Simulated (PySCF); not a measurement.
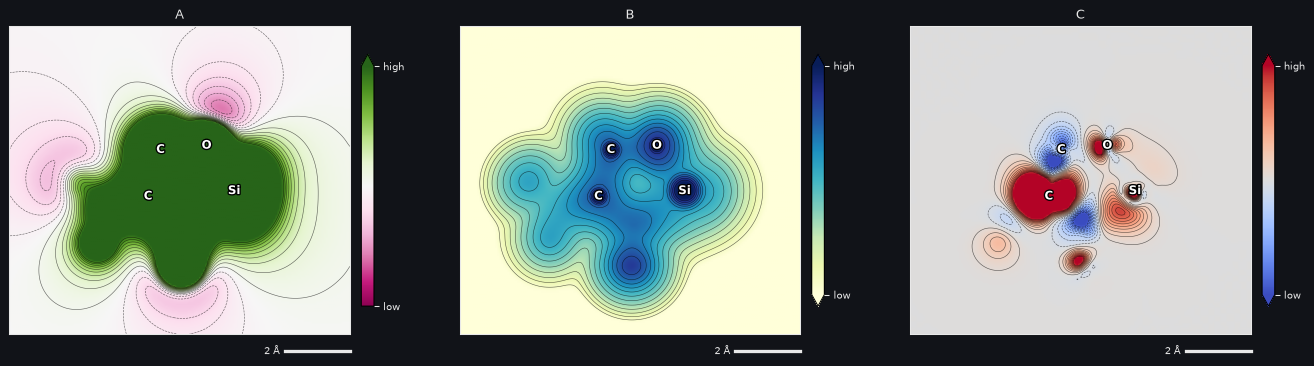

C$_{4}$H$_{7}$F$_{2}$OSi (SMILES FC[C]1CO[SiH2][C@H]1F) (doublet): 3 fields on the plane of atoms C4, O5 and Si6, with unlabelled colour scales.

Geometry: GFN2-xTB.

Computed with PySCF, UKS B3LYP, pcH-1 on C F H O Si, non-relativistic, mean-field spin-orbit, GIAO.

Q: Match the panels to the quantities (electron density, electrostatic potential and spin density).

A: Panel A: electrostatic potential (strongly positive close to the atoms, with negative regions outside electron-rich atoms). Panel B: electron density. Panel C: spin density (confined to the atoms that carry the unpaired spin). From the grid: C–O (1.42 Å): ρ at the midpoint is about 2 e/Å³, with its minimum of 1.7 e/Å³ about 0.5 Å from C. C–C (1.49 Å): the density is about 1.8 e/Å³ at the midpoint.
